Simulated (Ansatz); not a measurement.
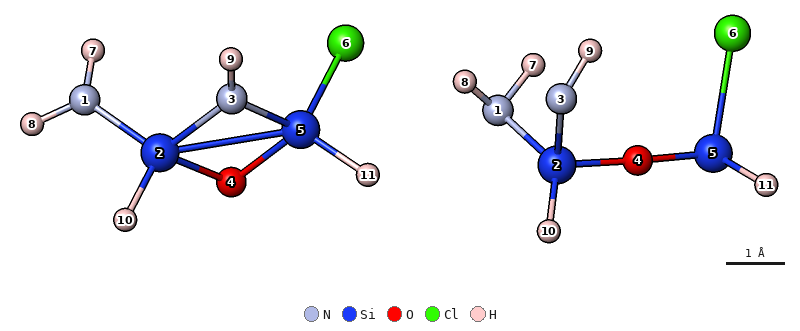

Two geometries of Si$_{2}$N$_{2}$H$_{5}$OCl, drawn at one scale. One is the start of a relaxation, the other its converged end. The picture is a ball-and-stick view, seen at a tilt.

Theory: Ansatz 0.2.0, RKS B3LYP-D4/def2-SVP. Set-up: no spin polarisation; force threshold 0.02 eV/Å; at most 50 steps.

> Which geometry has the lower energy?

The left one is the relaxed one. The run prepares an end point of a later path (hydrogen shift) calculation, from a guessed geometry. Over 25 accepted moves (27 points after the start) the energy falls by 178.4 kcal/mol. The largest force component goes from 5.5 to 0.0093 eV/Å. The line search rejected the trial steps at points 22, 25 of the run. N3 moves most after the best rigid fit: 1.31 Å. By element the largest moves are N 1.31 Å, H 1.10 Å, Si 1.04 Å, O 0.66 Å, Cl 0.44 Å. Near-neighbour distances that change, for instance: N3–Si5 3.777 → 1.732 Å, Si2–Si5 3.006 → 2.486 Å, Si2–O4 1.517 → 1.715 Å, O4–Si5 1.492 → 1.680 Å. New bonds form, among them: N3–Si5 (3.78 → 1.73 Å). Bond angles that change, for instance: Si2–O4–Si5 174.3° → 94.2°, N1–Si2–H10 135.9° → 106.4°, Si2–N3–H9 110.4° → 133.6°. Groups turn about Si2–N3 by about 125°.
